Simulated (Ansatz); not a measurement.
# HF/6-31G(d) (spherical functions) run of C6H10O (cyclohexanone)

Aim: the vertical singlet–triplet gap of C6H10O (cyclohexanone) at HF/6-31G* (spherical functions), from 2 runs. 

The calculation is run with Ansatz 0.2.0.

43 further runs of the same task are left out: 43 set aside as unsound or not needed.

## (1) The structure to begin with

C6H10O: 17 atoms, total charge 0, spin state singlet. SMILES: `O=C1CCCCC1`. The shape is that of a PBE0-D4/def2-TZVP optimisation. This is one conformer, not always the lowest.

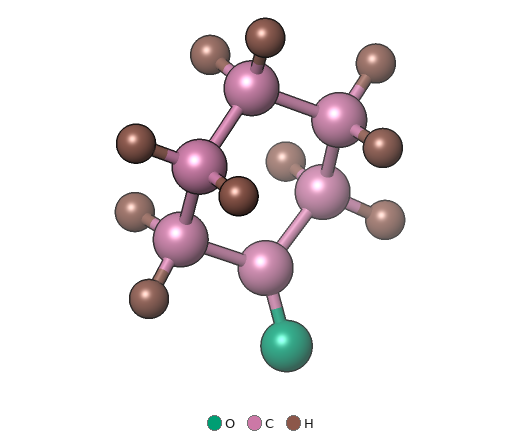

Viewed from a chosen angle; oxygen teal, carbon pink, hydrogen brown.

## (2) A single-point energy at HF/6-31G(d) (spherical functions)

File in.yaml:

```yaml
crystal:
  periodic: [false, false, false]
  atoms:
    - {symbol: O, position_ang: [-0.707050, -1.990720, 1.679970]}
    - {symbol: C, position_ang: [-0.276090, -1.006960, 1.130500]}
    - {symbol: C, position_ang: [1.071500, -0.983390, 0.450670]}
    - {symbol: C, position_ang: [0.978940, -0.413050, -0.965140]}
    - {symbol: C, position_ang: [0.278700, 0.937220, -0.977400]}
    - {symbol: C, position_ang: [-1.107560, 0.839550, -0.358990]}
    - {symbol: C, position_ang: [-1.047750, 0.288870, 1.066330]}
    - {symbol: H, position_ang: [1.486080, -1.992120, 0.464880]}
    - {symbol: H, position_ang: [1.728570, -0.341250, 1.052020]}
    - {symbol: H, position_ang: [1.980680, -0.333630, -1.395730]}
    - {symbol: H, position_ang: [0.422850, -1.114500, -1.597710]}
    - {symbol: H, position_ang: [0.207870, 1.314750, -2.001370]}
    - {symbol: H, position_ang: [0.878510, 1.664790, -0.416230]}
    - {symbol: H, position_ang: [-1.599670, 1.815780, -0.355610]}
    - {symbol: H, position_ang: [-1.731180, 0.178640, -0.971940]}
    - {symbol: H, position_ang: [-2.039630, 0.124490, 1.489130]}
    - {symbol: H, position_ang: [-0.524770, 1.011520, 1.706640]}
basis:
  gaussian:
    orbitals: 6-31G_st_-spherical.json
output: {orbitals: {seedname: orbitals}}
total_charge: 0
hamiltonian:
  xc: hf
accuracy: high
```

The basis set 6-31G* is read from a file made from the Basis Set Exchange's data (not shown).

Run with:

```console
ansatz run in.yaml --threads 1 --pin off --max-ram 3480MiB --events-out events.jsonl --progress --plain --runs-dir runs
```

The program printed:

```text
Warning: RAYON_NUM_THREADS=1 ignored (pool sized by the plan → 1); use --threads N
Functional definition: HF
  name "HF"
  exchange = exact_x
  correlation = 0
3057 factors; integrals over basis functions are off by at most 3.6e-9 eV
mean field evaluation 1: about -8373.8922 eV, gradient 4.2e1 eV
mean field evaluation 2: about -8373.8946 eV, gradient 4.2e1 eV
mean field evaluation 4: about -8378.3732 eV, gradient 5.8e0 eV
mean field evaluation 8: about -8378.4810 eV, gradient 5.2e-1 eV
mean field -8378.48307428 eV, -307.9035738399 hartree, gradient 1.5e-8 eV, S^2 0.000000; 0 other end points of the search recorded, 0 dependent functions left out
reference -8378.48307428 eV, -307.9035738399 hartree; 27, 27 occupied and 91, 91 virtual orbitals, 3057 factors
Total energy: -8378.48307428 eV, -307.9035738399 hartree
```

Wall time 9.3 s (1 thread of Arm Neoverse V1, shared host); peak memory 0.48 GiB.

## (3) The triplet

File job.yaml:

```yaml
crystal:
  periodic: [false, false, false]
  atoms:
    - {symbol: O, position_ang: [-0.707050, -1.990720, 1.679970]}
    - {symbol: C, position_ang: [-0.276090, -1.006960, 1.130500]}
    - {symbol: C, position_ang: [1.071500, -0.983390, 0.450670]}
    - {symbol: C, position_ang: [0.978940, -0.413050, -0.965140]}
    - {symbol: C, position_ang: [0.278700, 0.937220, -0.977400]}
    - {symbol: C, position_ang: [-1.107560, 0.839550, -0.358990]}
    - {symbol: C, position_ang: [-1.047750, 0.288870, 1.066330]}
    - {symbol: H, position_ang: [1.486080, -1.992120, 0.464880]}
    - {symbol: H, position_ang: [1.728570, -0.341250, 1.052020]}
    - {symbol: H, position_ang: [1.980680, -0.333630, -1.395730]}
    - {symbol: H, position_ang: [0.422850, -1.114500, -1.597710]}
    - {symbol: H, position_ang: [0.207870, 1.314750, -2.001370]}
    - {symbol: H, position_ang: [0.878510, 1.664790, -0.416230]}
    - {symbol: H, position_ang: [-1.599670, 1.815780, -0.355610]}
    - {symbol: H, position_ang: [-1.731180, 0.178640, -0.971940]}
    - {symbol: H, position_ang: [-2.039630, 0.124490, 1.489130]}
    - {symbol: H, position_ang: [-0.524770, 1.011520, 1.706640]}
basis:
  gaussian:
    orbitals: 6-31G_st_-spherical.json
magnetization:
  spin_polarized: true
  initial_magnetization: 2
hamiltonian:
  xc: hf
accuracy: high
output:
  orbitals: {seedname: orbitals}
```

The basis set 6-31G* is read from a file made from the Basis Set Exchange's data (not shown).

Run with:

```console
ansatz run job.yaml --threads 1 --pin off --max-ram 3480MiB --events-out events.jsonl --progress --plain --runs-dir runs
```

The program printed:

```text
Warning: RAYON_NUM_THREADS=1 ignored (pool sized by the plan → 1); use --threads N
[... 4 set-up lines as earlier in the session ...]
3057 factors; integrals over basis functions are off by at most 3.6e-9 eV
mean field evaluation 1: about -8368.8254 eV, gradient 2.7e1 eV
mean field evaluation 2: about -8368.8282 eV, gradient 2.7e1 eV
mean field evaluation 4: about -8374.4535 eV, gradient 5.2e0 eV
mean field evaluation 8: about -8375.3597 eV, gradient 3.7e-1 eV
mean field evaluation 16: about -8375.3624 eV, gradient 3.0e-8 eV
mean field evaluation 32: about -8373.7585 eV, gradient 7.3e-1 eV
mean field -8375.36242851 eV, -307.7888922233 hartree, gradient 3.0e-8 eV, S^2 2.016655; 0 other end points of the search recorded, 0 dependent functions left out
reference -8375.36242851 eV, -307.7888922233 hartree; 28, 26 occupied and 90, 92 virtual orbitals, 3057 factors
Total energy: -8375.36242851 eV, -307.7888922233 hartree
```

Run time: 19 s. Hardware: 1 thread of Arm Neoverse V1, shared host; peak memory 0.6 GiB.

## (4) What came out

Level: HF/6-31G* (spherical functions).

| quantity | value |
| --- | --- |
| singlet: total energy | -307.90357 Eh |
| singlet: HOMO energy | -10.66 eV |
| singlet: LUMO energy | 4.26 eV |
| singlet: HOMO–LUMO gap | 14.93 eV |
| triplet: total energy | -307.78889 Eh |
| triplet: HOMO energy (highest over α and β) | -6.68 eV |
| triplet: LUMO energy (lowest over α and β) | 2.39 eV |
| triplet: ⟨S²⟩ | 2.017 |
| vertical energy of the triplet above the singlet | 3.121 eV |

What this shows: At this shape the triplet lies 3.12 eV (301 kJ/mol) above the singlet.
